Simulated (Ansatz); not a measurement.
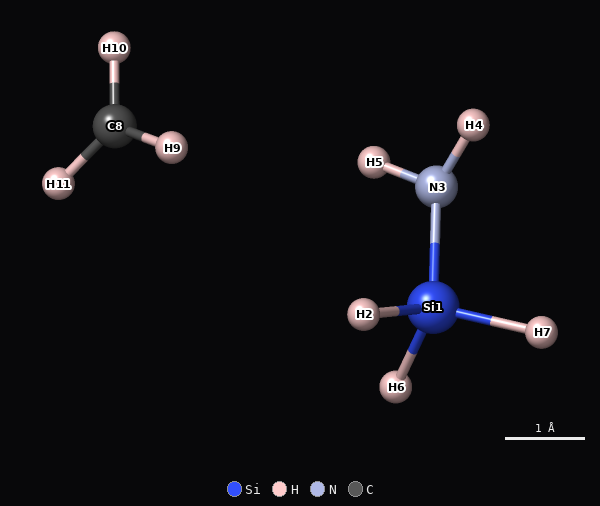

The structure as given in the input (ball-and-stick view, seen at a tilt; atoms are numbered from 1 in the order of the input).

## Nudged elastic band, with input and output: CH8NSi

- system: CH8NSi, multiplicity 2
- method: UKS B3LYP/def2-mTZVP (Ansatz 0.2.0)

One setting was made poor on purpose. It belongs to a series of runs on one base structure; here: band between the two ends. Figures and captions count atoms from 1; the log counts them from 0 in places.

What the program printed:
```
Engine: ansatz 0.2.0, x86_64-unknown-linux-gnu
Functional definition: B3LYP
  parameter a0 = 0.2
  parameter ax = 0.72
  parameter ac = 0.81
  exchange = (1 - a0 - ax)*slater_x + ax*b88_x + a0*exact_x
  correlation = (1 - ac)*vwn_rpa_c + ac*lyp_c
858 factors; integrals over basis functions are off by at most 6.3e-4 eV
mean field evaluation 1: about -10525.1416 eV, gradient 5.0e1 eV
mean field evaluation 2: about -10511.7138 eV, gradient 7.0e1 eV
mean field evaluation 4: about -10535.0669 eV, gradient 3.8e0 eV
mean field evaluation 8: about -10535.1649 eV, gradient 7.3e-2 eV
mean field evaluation 16: about -10535.1650 eV, gradient 3.8e-5 eV
mean field -10535.16496902 eV, -387.1601716202 hartree, gradient 3.8e-5 eV, S^2 0.753579; 0 other end points of the search recorded, 0 dependent functions left out
the calculation of the forces begins
reference -10535.16530883 eV, -387.1601841078 hartree; 18, 17 occupied and 66, 67 virtual orbitals, 858 factors
858 factors; integrals over basis functions are off by at most 1.1e-3 eV
mean field evaluation 32: about -10536.0186 eV, gradient 1.2e-5 eV
mean field -10536.01857141 eV, -387.1915409295 hartree, gradient 1.2e-5 eV, S^2 0.752016; 0 other end points of the search recorded, 0 dependent functions left out
[... from here on the field's lines of each further geometry are left out, up to the last ...]
NEB iter   1: max|band force component| = 5.611e0 eV/Å  barrier→ = 0.3424 eV  barrier← = 1.1960 eV  Δτ_max = 0.2000 Å  (109 SCF iters)
NEB iter   2: max|band force component| = 4.606e0 eV/Å  barrier→ = 0.2054 eV  barrier← = 1.0590 eV  Δτ_max = 0.1985 Å  (61 SCF iters)
NEB iter   3: max|band force component| = 3.356e0 eV/Å  barrier→ = 0.3429 eV  barrier← = 1.1965 eV  Δτ_max = 0.1691 Å  (62 SCF iters)
NEB iter   4: max|band force component| = 1.710e0 eV/Å  barrier→ = 0.5137 eV  barrier← = 1.3673 eV  Δτ_max = 0.1313 Å  (61 SCF iters)
NEB iter   5: max|band force component| = 8.326e-1 eV/Å  barrier→ = 0.1989 eV  barrier← = 1.0525 eV  Δτ_max = 0.1924 Å  (60 SCF iters)
NEB iter   6: max|band force component| = 9.360e-1 eV/Å  barrier→ = 0.4106 eV  barrier← = 1.2642 eV  Δτ_max = 0.0936 Å  (61 SCF iters)
NEB iter   7: max|band force component| = 4.292e0 eV/Å  barrier→ = 0.4938 eV  barrier← = 1.3474 eV  CI = image 2  Δτ_max = 0.1004 Å  (63 SCF iters)
NEB iter   8: max|band force component| = 3.795e0 eV/Å  barrier→ = 0.3460 eV  barrier← = 1.1996 eV  CI = image 2  Δτ_max = 0.2000 Å  (63 SCF iters)
NEB iter   9: max|band force component| = 4.399e0 eV/Å  barrier→ = 0.8108 eV  barrier← = 1.6644 eV  CI = image 1  Δτ_max = 0.1040 Å  (62 SCF iters)
NEB iter  10: max|band force component| = 2.988e0 eV/Å  barrier→ = 0.3980 eV  barrier← = 1.2516 eV  CI = image 1  Δτ_max = 0.1987 Å  (61 SCF iters)
NEB iter  11: max|band force component| = 7.959e-1 eV/Å  barrier→ = 0.0357 eV  barrier← = 0.8893 eV  CI = image 1  Δτ_max = 0.1989 Å  (61 SCF iters)
NEB iter  12: max|band force component| = 5.934e-1 eV/Å  barrier→ = 0.0232 eV  barrier← = 0.8768 eV  CI = image 1  Δτ_max = 0.1464 Å  (61 SCF iters)
NEB iter  13: max|band force component| = 1.659e0 eV/Å  barrier→ = 0.0222 eV  barrier← = 0.8758 eV  CI = image 1  Δτ_max = 0.0519 Å  (59 SCF iters)
NEB iter  14: max|band force component| = 3.926e-1 eV/Å  barrier→ = 0.0176 eV  barrier← = 0.8712 eV  CI = image 1  Δτ_max = 0.0733 Å  (60 SCF iters)
NEB iter  15: max|band force component| = 3.549e-1 eV/Å  barrier→ = 0.0268 eV  barrier← = 0.8804 eV  CI = image 1  Δτ_max = 0.0481 Å  (57 SCF iters)
NEB iter  16: max|band force component| = 1.345e-1 eV/Å  barrier→ = 0.0222 eV  barrier← = 0.8758 eV  CI = image 1  Δτ_max = 0.0364 Å  (60 SCF iters)
NEB iter  17: max|band force component| = 1.411e-1 eV/Å  barrier→ = 0.0240 eV  barrier← = 0.8776 eV  CI = image 1  Δτ_max = 0.0485 Å  (55 SCF iters)
NEB iter  18: max|band force component| = 9.445e-2 eV/Å  barrier→ = 0.0254 eV  barrier← = 0.8790 eV  CI = image 1  Δτ_max = 0.0243 Å  (56 SCF iters)
NEB iter  19: max|band force component| = 6.789e-2 eV/Å  barrier→ = 0.0253 eV  barrier← = 0.8789 eV  CI = image 1  Δτ_max = 0.0122 Å  (55 SCF iters)
NEB iter  20: max|band force component| = 6.039e-2 eV/Å  barrier→ = 0.0252 eV  barrier← = 0.8788 eV  CI = image 1  Δτ_max = 0.0243 Å  (50 SCF iters)
NEB iter  21: max|band force component| = 1.040e-1 eV/Å  barrier→ = 0.0257 eV  barrier← = 0.8793 eV  CI = image 1  Δτ_max = 0.0122 Å  (50 SCF iters)
NEB iter  22: max|band force component| = 9.875e-2 eV/Å  barrier→ = 0.0258 eV  barrier← = 0.8794 eV  CI = image 1  Δτ_max = 0.0243 Å  (48 SCF iters)
NEB iter  23: max|band force component| = 9.495e-2 eV/Å  barrier→ = 0.0258 eV  barrier← = 0.8794 eV  CI = image 1  Δτ_max = 0.0486 Å  (50 SCF iters)
NEB iter  24: max|band force component| = 1.923e-1 eV/Å  barrier→ = 0.0323 eV  barrier← = 0.8859 eV  CI = image 1  Δτ_max = 0.0243 Å  (56 SCF iters)
NEB iter  25: max|band force component| = 1.961e-1 eV/Å  barrier→ = 0.0323 eV  barrier← = 0.8859 eV  CI = image 1  Δτ_max = 0.0486 Å  (51 SCF iters)
NEB iter  26: max|band force component| = 1.968e-1 eV/Å  barrier→ = 0.0331 eV  barrier← = 0.8867 eV  CI = image 1  Δτ_max = 0.0970 Å  (57 SCF iters)
NEB iter  27: max|band force component| = 7.416e-2 eV/Å  barrier→ = 0.0259 eV  barrier← = 0.8795 eV  CI = image 1  Δτ_max = 0.1949 Å  (59 SCF iters)
NEB iter  28: max|band force component| = 5.951e-2 eV/Å  barrier→ = 0.0188 eV  barrier← = 0.8724 eV  CI = image 1  Δτ_max = 0.0830 Å  (59 SCF iters)
NEB iter  29: max|band force component| = 5.836e-1 eV/Å  barrier→ = 0.0201 eV  barrier← = 0.8737 eV  CI = image 1  Δτ_max = 0.0415 Å  (58 SCF iters)
NEB iter  30: max|band force component| = 1.042e-1 eV/Å  barrier→ = 0.0178 eV  barrier← = 0.8714 eV  CI = image 1  Δτ_max = 0.0829 Å  (58 SCF iters)
NEB iter  31: max|band force component| = 9.248e-2 eV/Å  barrier→ = 0.0160 eV  barrier← = 0.8696 eV  CI = image 1  Δτ_max = 0.1654 Å  (59 SCF iters)
NEB iter  32: max|band force component| = 1.001e-1 eV/Å  barrier→ = 0.0129 eV  barrier← = 0.8665 eV  CI = image 1  Δτ_max = 0.1333 Å  (57 SCF iters)
NEB iter  33: max|band force component| = 1.578e-1 eV/Å  barrier→ = 0.0108 eV  barrier← = 0.8644 eV  CI = image 1  Δτ_max = 0.0668 Å  (58 SCF iters)
NEB iter  34: max|band force component| = 1.971e-1 eV/Å  barrier→ = 0.0120 eV  barrier← = 0.8656 eV  CI = image 1  Δτ_max = 0.0669 Å  (59 SCF iters)
NEB iter  35: max|band force component| = 1.284e-1 eV/Å  barrier→ = 0.0078 eV  barrier← = 0.8614 eV  CI = image 1  Δτ_max = 0.0669 Å  (55 SCF iters)
NEB iter  36: max|band force component| = 9.757e-2 eV/Å  barrier→ = 0.0045 eV  barrier← = 0.8581 eV  CI = image 1  Δτ_max = 0.0508 Å  (60 SCF iters)
NEB iter  37: max|band force component| = 1.207e-1 eV/Å  barrier→ = 0.0038 eV  barrier← = 0.8574 eV  CI = image 1  Δτ_max = 0.0255 Å  (50 SCF iters)
NEB iter  38: max|band force component| = 1.255e-1 eV/Å  barrier→ = 0.0041 eV  barrier← = 0.8577 eV  CI = image 1  Δτ_max = 0.0507 Å  (50 SCF iters)
NEB iter  39: max|band force component| = 9.270e-2 eV/Å  barrier→ = 0.0027 eV  barrier← = 0.8563 eV  CI = image 1  Δτ_max = 0.0279 Å  (55 SCF iters)
NEB iter  40: max|band force component| = 5.313e-2 eV/Å  barrier→ = 0.0022 eV  barrier← = 0.8558 eV  CI = image 1  Δτ_max = 0.1012 Å  (54 SCF iters)
NEB iter  41: max|band force component| = 6.518e-2 eV/Å  barrier→ = 0.0030 eV  barrier← = 0.8566 eV  CI = image 1  Δτ_max = 0.0500 Å  (58 SCF iters)
NEB iter  42: max|band force component| = 1.259e-1 eV/Å  barrier→ = 0.0055 eV  barrier← = 0.8591 eV  CI = image 1  Δτ_max = 0.0254 Å  (57 SCF iters)
NEB iter  43: max|band force component| = 9.133e-2 eV/Å  barrier→ = 0.0039 eV  barrier← = 0.8575 eV  CI = image 1  Δτ_max = 0.0507 Å  (55 SCF iters)
NEB iter  44: max|band force component| = 1.993e-1 eV/Å  barrier→ = 0.0024 eV  barrier← = 0.8560 eV  CI = image 1  Δτ_max = 0.0254 Å  (60 SCF iters)
NEB iter  45: max|band force component| = 2.254e-1 eV/Å  barrier→ = 0.0019 eV  barrier← = 0.8555 eV  CI = image 1  Δτ_max = 0.0127 Å  (56 SCF iters)
NEB iter  46: max|band force component| = 1.454e-1 eV/Å  barrier→ = 0.0018 eV  barrier← = 0.8554 eV  CI = image 1  Δτ_max = 0.0127 Å  (50 SCF iters)
NEB iter  47: max|band force component| = 5.227e-2 eV/Å  barrier→ = 0.0018 eV  barrier← = 0.8554 eV  CI = image 1  Δτ_max = 0.0254 Å  (49 SCF iters)
NEB iter  48: max|band force component| = 4.686e-2 eV/Å  barrier→ = 0.0013 eV  barrier← = 0.8550 eV  CI = image 1  Δτ_max = 0.0127 Å  (55 SCF iters)
the calculation of the forces begins
reference -10535.36413262 eV, -387.1674907476 hartree; 18, 17 occupied and 66, 67 virtual orbitals, 858 factors
858 factors; integrals over basis functions are off by at most 6.6e-4 eV
mean field evaluation 736: about -10535.1637 eV, gradient 7.7e-3 eV
mean field -10535.16368973 eV, -387.1601246072 hartree, gradient 2.4e-5 eV, S^2 0.753578; 1 other end points of the search recorded, 0 dependent functions left out
the calculation of the forces begins
reference -10535.16399965 eV, -387.1601359966 hartree; 18, 17 occupied and 66, 67 virtual orbitals, 858 factors
NEB iter  49: max|band force component| = 1.581e-2 eV/Å  barrier→ = 0.0013 eV  barrier← = 0.8549 eV  CI = image 1  Δτ_max = 0.0000 Å  (108 SCF iters)
```

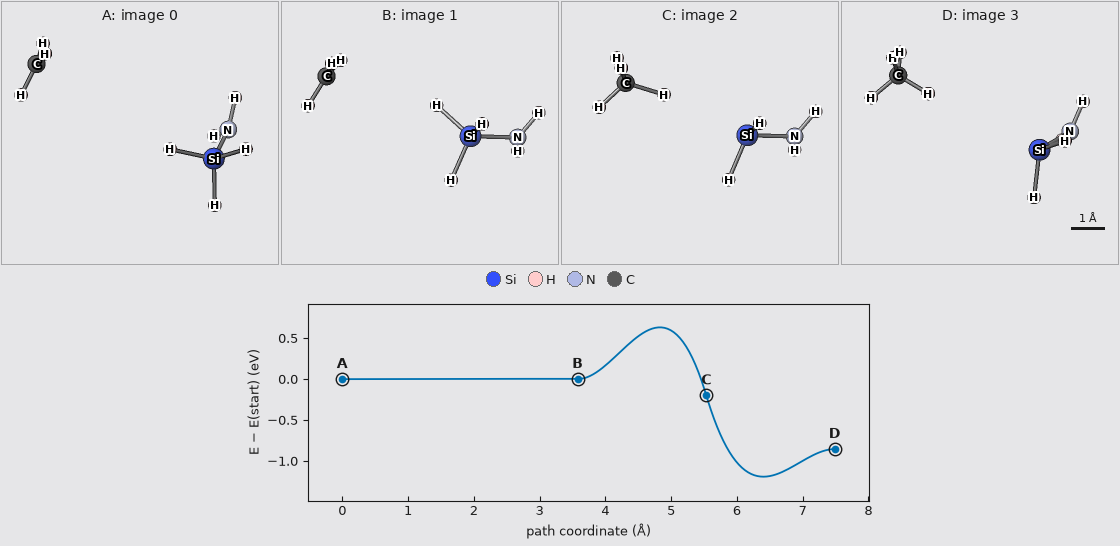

Images of the last band (counted from 0; ball-and-stick, seen at a tilt) above the energy along the path; the line is a cubic interpolation that uses the forces. The highest image is number 1, 0.001 eV above the start and 0.855 eV above the end (the climbing image); the end lies 0.854 eV below the start. The path is 7.49 Å long. The band converged in 49 iterations.

```
Total energy: -10535.16399965 eV, -387.1601359966 hartree
Atom 0 at     0.469929     0.000916    -0.344676 Å, force    -0.011547     0.000027    -0.007700 eV/Å
Atom 1 at     1.016381    -0.004881     1.041671 Å, force     0.008201    -0.000093     0.007889 eV/Å
Atom 2 at     1.637415    -0.002626    -1.624249 Å, force     0.002159     0.000019    -0.002899 eV/Å
Atom 3 at     2.175040    -0.835424    -1.822069 Å, force     0.001810     0.000465    -0.002487 eV/Å
Atom 4 at     2.184721     0.824821    -1.817939 Å, force     0.001703    -0.000479    -0.002528 eV/Å
Atom 5 at    -0.355610     1.223910    -0.486912 Å, force     0.001378    -0.000772     0.002160 eV/Å
Atom 6 at    -0.368330    -1.212778    -0.492114 Å, force     0.001275     0.000781     0.002141 eV/Å
Atom 7 at    -0.495457     0.001471     4.434894 Å, force    -0.006686    -0.001849    -0.014656 eV/Å
Atom 8 at    -1.061022    -0.916519     4.477024 Å, force     0.000483    -0.001475     0.008001 eV/Å
Atom 9 at     0.574909    -0.030092     4.303647 Å, force    -0.000293     0.001257     0.002279 eV/Å
Atom 10 at    -1.004977     0.951104     4.488625 Å, force     0.001517     0.002120     0.007799 eV/Å
Dipole moment:     0.271324    -0.001385    -0.039563 e Å
this run last wrote the band of iteration 49 to [file]
```

The last band as extended XYZ (Å, eV, eV/Å):
```
11
Properties=species:S:1:pos:R:3:forces:R:3 image=0 energy=-10535.16497
Si   -0.0406   -0.0007   -1.1874   -0.0007   0.0006  -0.0032
H    -0.6739   -0.0051    0.1628    0.0002  -0.0003  -0.0062
N     1.6914   -0.0024   -1.2203   -0.0071   0.0007   0.0028
H     2.2033   -0.8342   -0.9594    0.0044   0.0087   0.0002
H     2.2051    0.8264   -0.9532    0.0037  -0.0096  -0.0001
H    -0.5070    1.2205   -1.8866   -0.0009  -0.0015   0.0020
H    -0.5096   -1.2156   -1.8959   -0.0009   0.0014   0.0022
C     0.1015    0.0027    5.0246   -0.0256   0.0050   0.0027
H    -0.4732   -0.9085    4.9652    0.0019  -0.0019  -0.0018
H     1.1760   -0.0411    5.1053    0.0209  -0.0010   0.0028
H    -0.3999    0.9580    5.0029    0.0040  -0.0021  -0.0014
11
Properties=species:S:1:pos:R:3:forces:R:3 image=1 energy=-10535.16369
Si    0.4699    0.0009   -0.3447   -0.0115   0.0000  -0.0077
H     1.0164   -0.0049    1.0417    0.0082  -0.0001   0.0079
N     1.6374   -0.0026   -1.6242    0.0022   0.0000  -0.0029
H     2.1750   -0.8354   -1.8221    0.0018   0.0005  -0.0025
H     2.1847    0.8248   -1.8179    0.0017  -0.0005  -0.0025
H    -0.3556    1.2239   -0.4869    0.0014  -0.0008   0.0022
H    -0.3683   -1.2128   -0.4921    0.0013   0.0008   0.0021
C    -0.4955    0.0015    4.4349   -0.0067  -0.0018  -0.0147
H    -1.0610   -0.9165    4.4770    0.0005  -0.0015   0.0080
H     0.5749   -0.0301    4.3036   -0.0003   0.0013   0.0023
H    -1.0050    0.9511    4.4886    0.0015   0.0021   0.0078
11
Properties=species:S:1:pos:R:3:forces:R:3 image=2 energy=-10535.36382
Si    0.5099    0.0002   -0.3345    0.0066   0.0000   0.0365
H     0.1842    0.0016    2.5153   -1.9802   0.0146   3.4490
N     1.7088   -0.0031   -1.5933    0.0059  -0.0002  -0.0175
H     2.2518   -0.8365   -1.7779    0.0001  -0.0031  -0.0051
H     2.2600    0.8257   -1.7745    0.0000   0.0033  -0.0052
H    -0.3155    1.2283   -0.5130   -0.0037   0.0082  -0.0210
H    -0.3263   -1.2199   -0.5173   -0.0039  -0.0081  -0.0210
C    -0.2901    0.0018    3.7173    0.6847  -0.0012  -1.6236
H    -0.9256   -0.8537    4.0348    0.5280   0.1479  -0.9490
H     0.5912   -0.0304    4.3491    0.2430  -0.0050   0.1004
H    -0.8755    0.8858    4.0520    0.5195  -0.1563  -0.9435
11
Properties=species:S:1:pos:R:3:forces:R:3 image=3 energy=-10536.01857
Si    0.1029    0.0003   -0.9078    0.0007   0.0000  -0.0025
H    -0.1922   -0.0003    2.9362    0.0001   0.0000   0.0005
N     1.7608    0.0003   -1.4354    0.0016   0.0001  -0.0027
H     2.3288   -0.8305   -1.3306    0.0006  -0.0003   0.0004
H     2.3285    0.8314   -1.3315    0.0007   0.0002   0.0004
H    -0.5328    1.2227   -1.4803   -0.0014  -0.0002   0.0022
H    -0.5325   -1.2229   -1.4790   -0.0014   0.0002   0.0021
C    -0.1366   -0.0003    4.0241    0.0003  -0.0001  -0.0003
H    -0.6747   -0.8626    4.4159   -0.0003   0.0001  -0.0003
H     0.9063   -0.0518    4.3349   -0.0007   0.0000   0.0004
H    -0.5855    0.9136    4.4113   -0.0003  -0.0001  -0.0002
```

This output came from the following input.

Input file:
```yaml
crystal:
  periodic: [false, false, false]
  atoms:
    - { symbol: Si, position_ang: [-0.040614, -0.000729, -1.187399] }
    - { symbol: H, position_ang: [-0.673886, -0.00511, 0.16277] }
    - { symbol: "N", position_ang: [1.691356, -0.002427, -1.220349] }
    - { symbol: H, position_ang: [2.203336, -0.834243, -0.959384] }
    - { symbol: H, position_ang: [2.205085, 0.826389, -0.953248] }
    - { symbol: H, position_ang: [-0.507012, 1.220478, -1.886607] }
    - { symbol: H, position_ang: [-0.509638, -1.215567, -1.895883] }
    - { symbol: C, position_ang: [0.101484, 0.002718, 5.024617] }
    - { symbol: H, position_ang: [-0.473232, -0.908527, 4.965239] }
    - { symbol: H, position_ang: [1.176036, -0.041098, 5.105267] }
    - { symbol: H, position_ang: [-0.399916, 0.958017, 5.002879] }
magnetization:
  spin_polarized: true
  initial_magnetization: 1
basis:
  gaussian: { orbitals: def2-mTZVP }
hamiltonian:
  xc: b3lyp
neb:
  order_check: false
  images: 2
  f_tol: 0.03
  max_iterations: 60
  climbing: true
  final_atoms:
    - { symbol: Si, position_ang: [0.10289433, 0.00027022, -0.9077745] }
    - { symbol: H, position_ang: [-0.19223272, -0.00025307, 2.93620084] }
    - { symbol: "N", position_ang: [1.76082244, 0.00027772, -1.43537232] }
    - { symbol: H, position_ang: [2.32884617, -0.83045145, -1.33055196] }
    - { symbol: H, position_ang: [2.32846634, 0.83138656, -1.33149466] }
    - { symbol: H, position_ang: [-0.53279239, 1.22270381, -1.48029081] }
    - { symbol: H, position_ang: [-0.53245109, -1.22293619, -1.4790187] }
    - { symbol: C, position_ang: [-0.13661925, -0.00026795, 4.02411727] }
    - { symbol: H, position_ang: [-0.67466227, -0.86262814, 4.41587988] }
    - { symbol: H, position_ang: [0.9062702, -0.05181133, 4.33488112] }
    - { symbol: H, position_ang: [-0.58554276, 0.91361082, 4.41132583] }
  initial_path:
    images:
      - { positions_ang: [[-0.040614, -0.000729, -1.187399], [-0.673886, -0.00511, 0.16277], [1.691356, -0.002427, -1.220349], [2.203336, -0.834243, -0.959384], [2.205085, 0.826389, -0.953248], [-0.507012, 1.220478, -1.886607], [-0.509638, -1.215567, -1.895883], [0.101484, 0.002718, 5.024617], [-0.473232, -0.908527, 4.965239], [1.176036, -0.041098, 5.105267], [-0.399916, 0.958017, 5.002879]] }
      - { positions_ang: [[-0.01194241, -0.00013415, -0.39642397], [-0.22550072, -0.00167627, 1.19362969], [1.71045287, -0.00089238, -0.8089963], [2.21338796, -0.89021993, -0.84179958], [2.21619513, 0.88732325, -0.83399495], [-0.62501894, 1.20131339, -0.95456096], [-0.62620114, -1.19923491, -0.95776758], [0.03092122, 0.00086563, 3.75424315], [-0.53816461, -0.88982755, 3.98059179], [1.08536256, -0.04682547, 4.02963181], [-0.45649294, 0.9392094, 3.99334892]] }
      - { positions_ang: [[0.0358937, 0.00019892, -0.30321581], [-0.06494963, -5.729e-05, 2.11810663], [1.73360835, 9.2e-06, -0.88067074], [2.25522468, -0.88895608, -0.96552224], [2.25732225, 0.8889891, -0.96007717], [-0.6336124, 1.20205532, -0.81912223], [-0.6338055, -1.20169131, -0.81881282], [-0.04844653, -0.00012969, 3.42074324], [-0.60530803, -0.87452793, 3.79747208], [0.99544063, -0.05039658, 3.77283652], [-0.51836852, 0.92440734, 3.79616453]] }
      - { positions_ang: [[0.10289433, 0.00027022, -0.9077745], [-0.19223272, -0.00025307, 2.93620084], [1.76082244, 0.00027772, -1.43537232], [2.32884617, -0.83045145, -1.33055196], [2.32846634, 0.83138656, -1.33149466], [-0.53279239, 1.22270381, -1.48029081], [-0.53245109, -1.22293619, -1.4790187], [-0.13661925, -0.00026795, 4.02411727], [-0.67466227, -0.86262814, 4.41587988], [0.9062702, -0.05181133, 4.33488112], [-0.58554276, 0.91361082, 4.41132583]] }
```

Run as:
```bash
ansatz run input.yaml --threads 2 --pin off --max-ram 3072MiB --backend cpu --events-out ev --progress --plain --runs-dir out
```

Summary:

| quantity | value |
| --- | --- |
| outcome | converged |
| barrier, forward | 0.001 eV |
| barrier, backward | 0.855 eV |
| hardware | 2 threads of AMD EPYC (Zen 3), 192 GiB of memory available, shared host |
| wall time | 3.2 min (CPU time 6.1 min) |
| peak memory | 0.24 GiB |

Notes:

A deliberately poor setting: few images. The order of the saddle point was not checked.
